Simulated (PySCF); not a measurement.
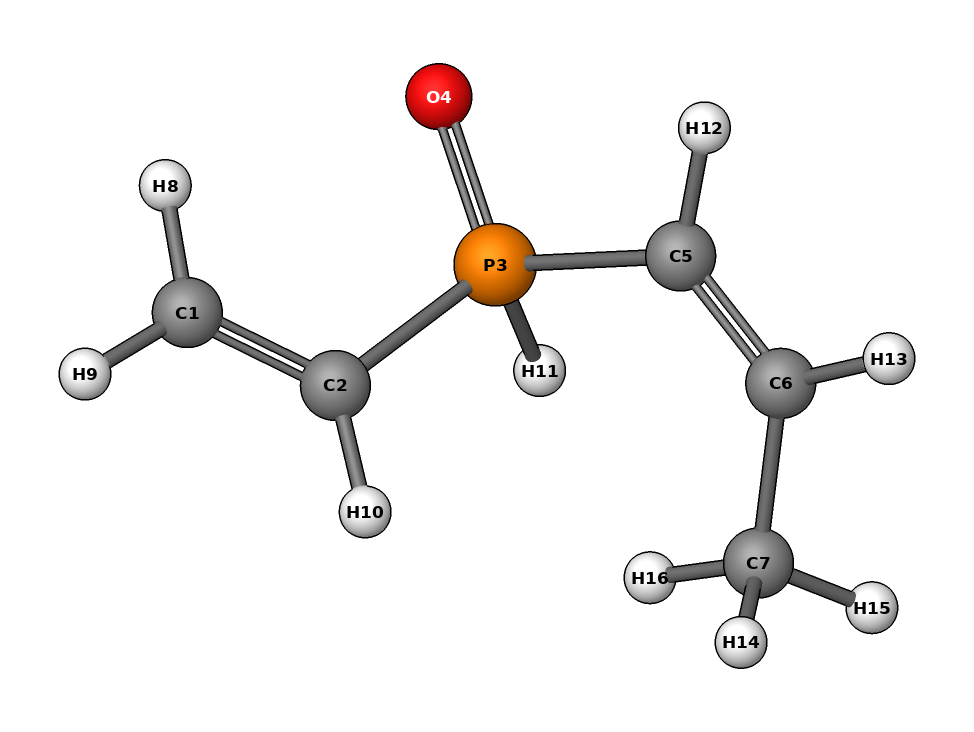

The questions are on ESP-fitted charges. Computed geometry: GFN2-xTB optimisation. No frequency run is at hand to confirm it as a minimum. Properties computed with PBE0/pcSseg-1, gas phase (PySCF 2.14.0).

Give the ESP-fitted charges atom by atom.

```json
{"atom": "C1", "value (e)": "−0.29"}
{"atom": "C2", "value (e)": "−0.35"}
{"atom": "P3", "value (e)": "0.93"}
{"atom": "O4", "value (e)": "−0.65"}
{"atom": "C5", "value (e)": "−0.48"}
{"atom": "C6", "value (e)": "0.01"}
{"atom": "C7", "value (e)": "−0.22"}
{"atom": "H8", "value (e)": "0.19"}
{"atom": "H9", "value (e)": "0.17"}
{"atom": "H10", "value (e)": "0.18"}
{"atom": "H11", "value (e)": "−0.06"}
{"atom": "H12", "value (e)": "0.21"}
{"atom": "H13", "value (e)": "0.11"}
{"atom": "H14", "value (e)": "0.10"}
{"atom": "H15", "value (e)": "0.10"}
{"atom": "H16", "value (e)": "0.06"}
```

The geometry is semi-empirical. Around P such bond lengths and angles can be off by a tenth of an ångström or more and by several degrees, and values that hang on the shape move with them.
